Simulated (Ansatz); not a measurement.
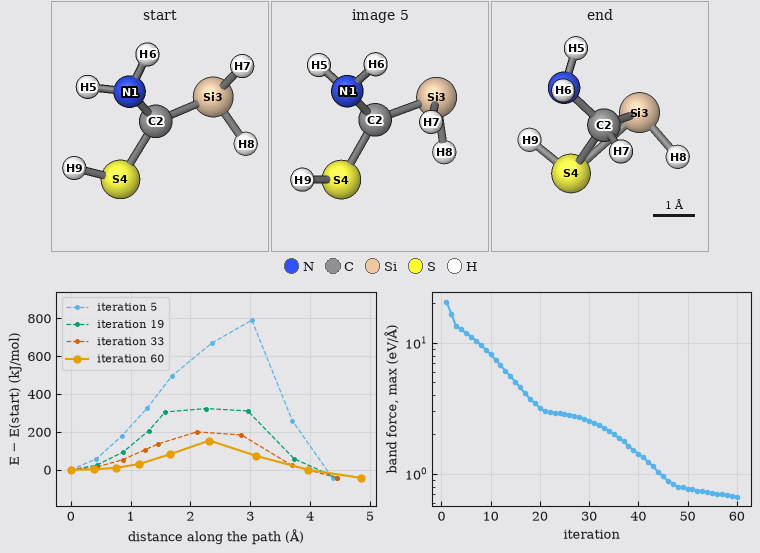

A search for the minimum-energy path of CH$_{5}$NSSi by the nudged elastic band. Images are numbered from 0 (start) to 8 (end). The plot follows the band through its iterations. The picture is a ball-and-stick view, seen at a tilt.

The calculation used Ansatz 0.2.0, RKS PBE0/STO-3G. Set-up: 7 movable images; climbing image; force threshold 0.03 eV/Å; iteration limit 60; optimiser FIRE; largest step 0.02 Å; starting path through a guess of the saddle point.

**Judge this run.**

The result isn't final. The band hadn't converged when the run stopped after 60 iterations. The largest component of the band force went from 21 to 0.67 eV/Å. The barrier read from it is provisional: over the last two iterations the highest image moved from 156.5 kJ/mol to 154.8 kJ/mol. The step length is far from the usual. The first iteration put the highest image at 1187.3 kJ/mol. The energy climbs by 154.8 kJ/mol to image 5 and then falls by 197.5 kJ/mol, so the end point sits at −42.7 kJ/mol.

Limits of the set-up: STO-3G is a minimal basis, so the numbers are rough.

Cost: 11 min on 1 thread of Arm Neoverse V1, with other jobs on the host, peak memory 0.096 GiB.
